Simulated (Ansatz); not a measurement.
# One shape, several levels: BCl (SMILES [B]Cl)

Wanted: a comparison of 6 runs (B3LYP/STO-3G, HSE06/STO-3G, revPBE/STO-3G, wB97X/STO-3G, RPA@PBE/STO-3G, CCSD/STO-3G) of BCl. 

The calculation is run with Ansatz 0.2.0.

40 further runs of the same task are left out: 1 that didn't finish, 39 set aside as unsound or not needed.

### 1 The structure to begin with

The species is BCl (2 atoms), meant as a singlet with charge 0. SMILES: `[B]Cl`. The Cl2–B1 distance was set to 4.295 Å, away from the relaxed value.

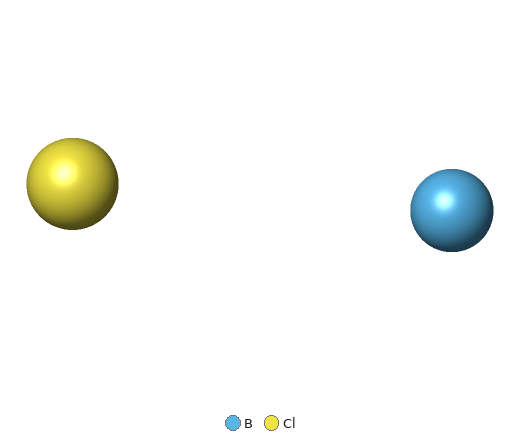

The structure, seen from a chosen angle (boron blue, chlorine yellow).

### 2 The energy at B3LYP/STO-3G (run 1)

run.yaml reads:

```yaml
crystal:
  periodic: [false, false, false]
  atoms:
    - {symbol: B, position_ang: [-0.000000, -0.000000, -2.646410]}
    - {symbol: Cl, position_ang: [0.000000, 0.000000, 1.648190]}
basis:
  gaussian: {orbitals: STO-3G}
hamiltonian: {xc: {name: B3LYP}}
accuracy: high
```

The run is started by

```console
ansatz run run.yaml --threads 1 --pin off --max-ram 3480MiB --events-out events.jsonl --progress --plain --runs-dir runs
```

Standard output:

```text
Warning: RAYON_NUM_THREADS=1 ignored (pool sized by the plan → 1); use --threads N
Functional definition: B3LYP
  name "B3LYP"
  parameter a0 = 0.2
  parameter ax = 0.72
  parameter ac = 0.81
  exchange = (1 - a0 - ax)*slater_x + ax*b88_x + a0*exact_x
  correlation = (1 - ac)*vwn_rpa_c + ac*lyp_c
200 factors; integrals over basis functions are off by at most 3.6e-9 eV
mean field evaluation 1: about -13041.5811 eV, gradient 1.8e0 eV
mean field evaluation 2: about -12743.1507 eV, gradient 2.4e1 eV
mean field evaluation 4: about -12743.2143 eV, gradient 2.3e1 eV
mean field evaluation 8: about -13044.9614 eV, gradient 2.8e-1 eV
mean field evaluation 16: about -13044.9708 eV, gradient 1.7e-8 eV
mean field evaluation 32: about -13044.9592 eV, gradient 1.2e0 eV
mean field evaluation 64: about -13044.9050 eV, gradient 1.4e0 eV
mean field evaluation 96: about -13044.8620 eV, gradient 1.9e0 eV
mean field -13044.97079524 eV, -479.3938345262 hartree, gradient 1.2e-8 eV, S^2 0.000000; 8 other end points of the search recorded, 0 dependent functions left out
reference -13044.97082248 eV, -479.3938355273 hartree; 11, 11 occupied and 3, 3 virtual orbitals, 200 factors
Total energy: -13044.97082248 eV, -479.3938355273 hartree
```

Run time: 0.97 s. Hardware: 1 thread of Intel Xeon Platinum 8488C (Sapphire Rapids), shared host.

### 3 The energy at HSE06/STO-3G (run 2)

molecule.yaml reads:

```yaml
crystal:
  periodic: [false, false, false]
  atoms:
    - {symbol: B, position_ang: [-0.000000, -0.000000, -2.646410]}
    - {symbol: Cl, position_ang: [0.000000, 0.000000, 1.648190]}
basis:
  gaussian:
    orbitals: STO-3G
hamiltonian:
  xc: {name: HSE06}
accuracy: high
```

The run is started by

```console
ansatz run molecule.yaml --threads 1 --pin off --max-ram 3480MiB --events-out events.jsonl --progress --plain --runs-dir runs
```

Standard output, cut to the lines that bear on the results:

```text
Warning: RAYON_NUM_THREADS=1 ignored (pool sized by the plan → 1); use --threads N
Functional definition: HSE06
  name "HSE06"
[...]
200 factors; integrals over basis functions are off by at most 3.6e-9 eV
57 factors; integrals over basis functions are off by at most 8.9e-10 eV
[...]
mean field -13039.88778255 eV, -479.2070372555 hartree, gradient 3.0e-8 eV, S^2 0.000000; 8 other end points of the search recorded, 0 dependent functions left out
reference -13039.88778426 eV, -479.2070373183 hartree; 11, 11 occupied and 3, 3 virtual orbitals, 200 factors
Total energy: -13039.88778426 eV, -479.2070373183 hartree
```

Run time: 1.2 s. Hardware: 1 thread of Intel Xeon Platinum 8488C (Sapphire Rapids), shared host.

Runs 3 to 5 aren't shown in full; the table further down has their settings and results.

### 4 A single-point energy at CCSD/STO-3G (run 6)

in.yaml reads:

```yaml
crystal:
  periodic: [false, false, false]
  atoms:
    - {symbol: B, position_ang: [-0.000000, -0.000000, -2.646410]}
    - {symbol: Cl, position_ang: [0.000000, 0.000000, 1.648190]}
basis:
  gaussian:
    orbitals: STO-3G
correlation:
  method: ccsd
  frozen_orbitals: {B: 1, Cl: 5}
accuracy: high
scf:
  omitted_lower_state_checks: [cluster_reference, increment]
```

The run is started by

```console
ansatz run in.yaml --threads 1 --pin off --max-ram 3480MiB --events-out events.jsonl --progress --plain --runs-dir runs
```

Standard output, cut to the lines that bear on the results:

```text
Warning: RAYON_NUM_THREADS=1 ignored (pool sized by the plan → 1); use --threads N
Functional definition: HF
  name "HF"
[...]
200 factors; integrals over basis functions are off by at most 3.6e-9 eV
[...]
mean field -13022.81318176 eV, -478.5795572498 hartree, gradient 2.1e-8 eV, S^2 0.000000; 4 other end points of the search recorded, 0 dependent functions left out; unrestricted orbitals would lower it
6 core orbitals not correlated: weight in the atoms' cores, before any rotation towards them, 1.000 or more for the frozen orbitals, at most 0.000 for the correlated occupied ones
reference -13022.81318176 eV, -478.5795572498 hartree; 5, 5 occupied and 3, 3 virtual orbitals, 200 factors
second order -2.18770223 eV of doubles, -0.00000000 eV of singles
cycle   1  -1.59052898 eV  change   -4.9e-1 eV  update   1.7e-1
[...]
cycle  36  -4.14342885 eV  change   2.9e-10 eV  update  3.8e-10
WARN: these amplitudes may be one of several solutions (largest doubles amplitude 1.61, level shift 6.15 eV)
Total energy: -13026.95661061 eV, -478.7318254515 hartree
Checks for a lower state left out: cluster_reference, increment
```

Run time: 0.16 s. Hardware: 1 thread of Intel Xeon Platinum 8488C (Sapphire Rapids), shared host.

### 5 The series

```csv
run,level,frozen core orbitals,energy (Eh),wall time
1,B3LYP/STO-3G,–,-479.393836,0.97 s
2,HSE06/STO-3G,–,-479.207037,1.2 s
3,revPBE/STO-3G,–,-479.331670,0.65 s
4,wB97X/STO-3G,–,-479.360620,1.9 s
5,RPA@PBE/STO-3G,6,-478.833216,1 s
6,CCSD/STO-3G,6,-478.731825,0.16 s
```

### 6 Results

| quantity | value |
| --- | --- |
| run 6: total energy | -478.73183 Eh |
| run 6: correlation energy (6 core orbitals frozen) | -152.3 mEh |
| run 6: T1 diagnostic | 0.265 |

Totals of different functionals can't be ranked against each other. In run 6 the T1 diagnostic is large, so a single reference may not serve. In runs 5, 6 the log says that unrestricted orbitals would lower the reference, so the values rest on an unstable closed-shell determinant (other closed-shell runs at this shape may share the fault). In runs 1, 2, 3, 4, 5, 6 the basis is minimal, so the values are rough. All runs together took 5.8 s, the longest 1.9 s.
